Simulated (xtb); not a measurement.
**C$_{9}$H$_{20}$: single-point calculation**

C$_{9}$H$_{20}$ (2,2,3,4-tetramethylpentane), SMILES CC(C)C(C)C(C)(C)C, computed with GFN1-xTB (xtb 6.7.1 later snapshot).

The geometry comes from this level: GFN2-xTB.

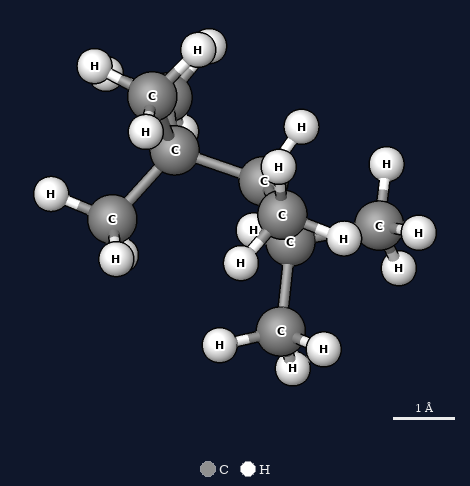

Figure 1. The structure (ball-and-stick view, seen at an oblique angle).

## Input file (coord)
```
$coord
      0.535075952188     -1.855786643427     -4.068032325743  c
     -0.201841647371     -2.368129190336     -1.319879211745  c
     -2.198677448741     -4.458959969144     -1.261373290926  c
     -1.164146881814     -0.028308097347      0.157281905353  c
     -2.669313740079      1.747751000883     -1.558457134979  c
      0.913890451130      1.352798240836      1.710863546930  c
     -0.189955270047      3.741128603444      2.931343164519  c
      3.201933048305      2.122804944837      0.120583424012  c
      1.810622189049     -0.367381655888      3.866757596209  c
      1.856013410562     -0.295798830288     -4.225238642051  h
     -1.115788790285     -1.432166738070     -5.212960692870  h
      1.432166738070     -3.531898126926     -4.855311126523  h
      1.474761164919     -3.100624830763     -0.360465258272  h
     -3.957256580318     -3.810670524830     -2.106666683733  h
     -2.586298071424     -5.046513615813      0.670285856405  h
     -1.550293518120     -6.101642197498     -2.314876708144  h
     -2.500561197150     -0.747046531587      1.570097847907  h
     -4.009904350150      0.664616678031     -2.676948233622  h
     -3.747156829782      3.096165077109     -0.448186344977  h
     -1.448361690958      2.785626383050     -2.841052050285  h
      1.150767620852      4.516672204991      4.284311480707  h
     -0.574552330931      5.189244630006      1.528448284120  h
     -1.931678044592      3.310497814164      3.935486935362  h
      4.192962119842      0.478138504053     -0.605959579122  h
      4.520470554501      3.195054445211      1.279533558984  h
      2.638737971382      3.312349745767     -1.456563102339  h
      3.218978377949      0.605921784600      5.005336483558  h
      2.663247719219     -2.098162916172      3.164497573776  h
      0.236140176533     -0.875699086152      5.087142727493  h
$end
```

Run on 1 thread of Arm Neoverse V1, 24 GiB of memory available, shared host.

Launch command:
```bash
xtb coord --iterations 250 --gfn 1 -c 0 > coord.out 2> xtb.err
```

## Output
```
* xtb version 6.7.1
   ID    Z sym.   atoms
    1    6 c      1-9
    2    1 h      10-29

           -------------------------------------------------
          |                Calculation Setup                |
           -------------------------------------------------

          program call               : xtb coord --iterations 250 --gfn 1 -c 0
          coordinate file            : coord
          omp threads                :                     1

           -------------------------------------------------
          |                 G F N 1 - x T B                 |
           -------------------------------------------------

      * Hamiltonian:
        H0-scaling (s, p, d)           1.850000    2.250000    2.000000
        zeta-weighting                 0.000000
      * Dispersion:
        s8                             2.400000
        a1                             0.630000
        a2                             5.000000
        s9                             0.000000
      * Repulsion:
        kExp                           1.500000
        rExp                           1.000000
      * Coulomb:
        alpha                          2.000000
        third order                    atomic
        anisotropic                    false
      * Halogen bond correction:
        rad-scale                      1.300000
        damping                        0.440000

          ...................................................
          :                      SETUP                      :
          :.................................................:
          :  # basis functions                  76          :
          :  # atomic orbitals                  76          :
          :  # shells                           58          :
          :  # electrons                        56          :
          :  # halogen bonds                     0          :
          :  max. iterations                   250          :
          :  Hamiltonian                  GFN1-xTB          :
          :  restarted?                      false          :
          :  GBSA solvation                  false          :
          :  PC potential                    false          :
          :  electronic temp.          300.0000000     K    :
          :  accuracy                    1.0000000          :
          :  -> integral cutoff          0.2500000E+02      :
          :  -> integral neglect         0.1000000E-07      :
          :  -> SCF convergence          0.1000000E-05 Eh   :
          :  -> wf. convergence          0.2000000E-04 e    :
          :  Broyden damping             0.4000000          :
          :  net charge                          0          :
          :  unpaired electrons                  0          :
          ...................................................

 iter      E             dE          RMSdq      gap      omega  full diag
   1    -30.2260462 -0.302260E+02  0.782E+00    7.64       0.0  T
   2    -30.2717457 -0.456995E-01  0.477E+00    8.39       1.0  T
   3    -30.2728261 -0.108049E-02  0.490E-01    8.49       1.0  T
   4    -30.2743082 -0.148204E-02  0.111E-01    8.49       1.0  T
   5    -30.2744071 -0.989404E-04  0.395E-03    8.46       4.7  T
   6    -30.2744073 -0.182480E-06  0.681E-04    8.46      27.3  T
   7    -30.2744073 -0.618559E-08  0.138E-04    8.46     134.3  T
   8    -30.2744073 -0.127237E-09  0.212E-05    8.46     874.2  T

   *** convergence criteria satisfied after 8 iterations ***

         #    Occupation            Energy/Eh            Energy/eV
      -------------------------------------------------------------
         1        2.0000           -0.6647176             -18.0879
       ...           ...                  ...                  ...
        22        2.0000           -0.4892144             -13.3122
        23        2.0000           -0.4830443             -13.1443
        24        2.0000           -0.4748816             -12.9222
        25        2.0000           -0.4715686             -12.8320
        26        2.0000           -0.4565311             -12.4228
        27        2.0000           -0.4503320             -12.2542
        28        2.0000           -0.4484432             -12.2028 (HOMO)
        29                         -0.1374046              -3.7390 (LUMO)
        30                         -0.1303003              -3.5457
        31                         -0.1212955              -3.3006
        32                         -0.1207175              -3.2849
        33                         -0.1123944              -3.0584
       ...                                ...                  ...
        76                          0.5423393              14.7578
      -------------------------------------------------------------
                  HL-Gap            0.3110387 Eh            8.4638 eV
             Fermi-level           -0.2929239 Eh           -7.9709 eV

 SCC (total)                   0 d,  0 h,  0 min,  0.030 sec
 SCC setup                      ...        0 min,  0.000 sec (  0.640%)
 Dispersion                     ...        0 min,  0.000 sec (  0.302%)
 classical contributions        ...        0 min,  0.000 sec (  0.116%)
 integral evaluation            ...        0 min,  0.007 sec ( 22.579%)
 iterations                     ...        0 min,  0.007 sec ( 23.981%)
 molecular gradient             ...        0 min,  0.016 sec ( 51.458%)
 printout                       ...        0 min,  0.000 sec (  0.865%)

         :::::::::::::::::::::::::::::::::::::::::::::::::::::
         ::                     SUMMARY                     ::
         :::::::::::::::::::::::::::::::::::::::::::::::::::::
         :: total energy             -29.857582993911 Eh    ::
         :: gradient norm              0.010812854279 Eh/a0 ::
         :: HOMO-LUMO gap              8.463792995030 eV    ::
         ::.................................................::
         :: SCC energy               -30.274407312014 Eh    ::
         :: -> electrostatic           0.000557974142 Eh    ::
         :: repulsion energy           0.431635413340 Eh    ::
         :: dispersion energy         -0.014811095237 Eh    ::
         :: halogen bond corr.         0.000000000000 Eh    ::
         :: add. restraining           0.000000000000 Eh    ::
         :: total charge               0.000000000000 e     ::
         :::::::::::::::::::::::::::::::::::::::::::::::::::::

           -------------------------------------------------
          |                Property Printout                |
           -------------------------------------------------

    * Orbital Energies and Occupations

         #    Occupation            Energy/Eh            Energy/eV
      -------------------------------------------------------------
         1        2.0000           -0.6647176             -18.0879
       ...           ...                  ...                  ...
        16        2.0000           -0.5137548             -13.9800
        17        2.0000           -0.5113159             -13.9136
        18        2.0000           -0.5052549             -13.7487
        19        2.0000           -0.5032384             -13.6938
        20        2.0000           -0.4993388             -13.5877
        21        2.0000           -0.4948114             -13.4645
        22        2.0000           -0.4892144             -13.3122
        23        2.0000           -0.4830443             -13.1443
        24        2.0000           -0.4748816             -12.9222
        25        2.0000           -0.4715686             -12.8320
        26        2.0000           -0.4565311             -12.4228
        27        2.0000           -0.4503320             -12.2542
        28        2.0000           -0.4484432             -12.2028 (HOMO)
        29                         -0.1374046              -3.7390 (LUMO)
        30                         -0.1303003              -3.5457
        31                         -0.1212955              -3.3006
        32                         -0.1207175              -3.2849
        33                         -0.1123944              -3.0584
        34                         -0.1096903              -2.9848
        35                         -0.0967349              -2.6323
        36                         -0.0924447              -2.5155
        37                         -0.0804378              -2.1888
        38                         -0.0688405              -1.8732
        39                         -0.0589758              -1.6048
       ...                                ...                  ...
        76                          0.5423393              14.7578
      -------------------------------------------------------------
                  HL-Gap            0.3110387 Eh            8.4638 eV
             Fermi-level           -0.2929239 Eh           -7.9709 eV

  Mulliken/CM5 charges         n(s)   n(p)   n(d)
     1     -0.09392 -0.24624   1.010  3.084  0.000
     2     -0.00727 -0.08153   1.055  2.952  0.000
     3     -0.09216 -0.24390   1.012  3.081  0.000
     4     -0.02766 -0.09542   1.067  2.960  0.000
     5     -0.09188 -0.24419   1.009  3.083  0.000
     6      0.03131 -0.00484   1.085  2.884  0.000
     7     -0.09840 -0.24865   1.015  3.083  0.000
     8     -0.09941 -0.24943   1.013  3.086  0.000
     9     -0.09984 -0.25010   1.016  3.084  0.000
    10      0.02997  0.08388   0.970  0.000  0.000
    11      0.02885  0.08268   0.971  0.000  0.000
    12      0.02868  0.08105   0.971  0.000  0.000
    13      0.02181  0.08266   0.978  0.000  0.000
    14      0.02795  0.08116   0.972  0.000  0.000
    15      0.02773  0.08010   0.972  0.000  0.000
    16      0.02906  0.08151   0.971  0.000  0.000
    17      0.02390  0.08565   0.976  0.000  0.000
    18      0.03088  0.08460   0.969  0.000  0.000
    19      0.02952  0.08303   0.970  0.000  0.000
    20      0.02871  0.08296   0.971  0.000  0.000
    21      0.02994  0.08332   0.970  0.000  0.000
    22      0.03073  0.08479   0.969  0.000  0.000
    23      0.02978  0.08324   0.970  0.000  0.000
    24      0.03104  0.08535   0.969  0.000  0.000
    25      0.03035  0.08371   0.970  0.000  0.000
    26      0.03040  0.08428   0.970  0.000  0.000
    27      0.03036  0.08369   0.970  0.000  0.000
    28      0.03024  0.08398   0.970  0.000  0.000
    29      0.02934  0.08266   0.971  0.000  0.000

Wiberg/Mayer (AO) data.
largest (>0.10) Wiberg bond orders for each atom

 ---------------------------------------------------------------------------
     #   Z sym  total        # sym  WBO       # sym  WBO       # sym  WBO
 ---------------------------------------------------------------------------
     1   6      3.997 --     2      1.009    11      0.985    12      0.985
                            10      0.982
     2   6      3.994 --     1      1.009     3      1.008     4      0.982
                            13      0.968
     3   6      3.997 --     2      1.008    14      0.986    16      0.985
                            15      0.985
     4   6      3.991 --     5      1.009     2      0.982     6      0.974
                            17      0.970
     5   6      3.997 --     4      1.009    20      0.984    19      0.983
                            18      0.982
     6   6      3.988 --     8      1.003     9      1.001     7      1.000
                             4      0.974
     7   6      3.996 --     6      1.000    23      0.985    21      0.984
                            22      0.984
     8   6      3.997 --     6      1.003    25      0.984    24      0.982
                            26      0.982
     9   6      3.996 --     6      1.001    29      0.985    27      0.984
                            28      0.980
    10   1      1.007 --     1      0.982
    11   1      1.005 --     1      0.985
    12   1      1.005 --     1      0.985
    13   1      1.010 --     2      0.968
    14   1      1.004 --     3      0.986
    15   1      1.006 --     3      0.985
    16   1      1.004 --     3      0.985
    17   1      1.007 --     4      0.970
    18   1      1.005 --     5      0.982
    19   1      1.007 --     5      0.983
    20   1      1.004 --     5      0.984
    21   1      1.005 --     7      0.984
    22   1      1.005 --     7      0.984
    23   1      1.002 --     7      0.985
    24   1      1.004 --     8      0.982
    25   1      1.004 --     8      0.984
    26   1      1.005 --     8      0.982
    27   1      1.004 --     9      0.984
    28   1      1.007 --     9      0.980
    29   1      1.004 --     9      0.985
 ---------------------------------------------------------------------------

Topologies differ in total number of bonds
Writing topology from bond orders to xtbtopo.mol

 dipole moment from electron density (au)
     X       Y       Z
  -0.0008  -0.0172   0.0465  total (Debye):    0.126

           -------------------------------------------------
          | TOTAL ENERGY              -29.857582993911 Eh   |
          | GRADIENT NORM               0.010812854279 Eh/α |
          | HOMO-LUMO GAP               8.463792995030 eV   |
           -------------------------------------------------

------------------------------------------------------------------------
------------------------------------------------------------------------
 total:
 *  cpu-time:     0 d,  0 h,  0 min,  0.041 sec
 * ratio c/w:     1.000 speedup
 SCF:
 *  cpu-time:     0 d,  0 h,  0 min,  0.030 sec
 * ratio c/w:     1.000 speedup
```

## Standard error
```
normal termination of xtb
```

## Results in brief

- outcome: converged
- electrons treated: 56
- total energy: −29.857583 hartree
- dispersion energy: −0.014811 hartree
- basis functions: 76
- HOMO: −12.20 eV
- LUMO: −3.74 eV
- dipole moment: 0.13 D
- peak memory: 0.072 GiB
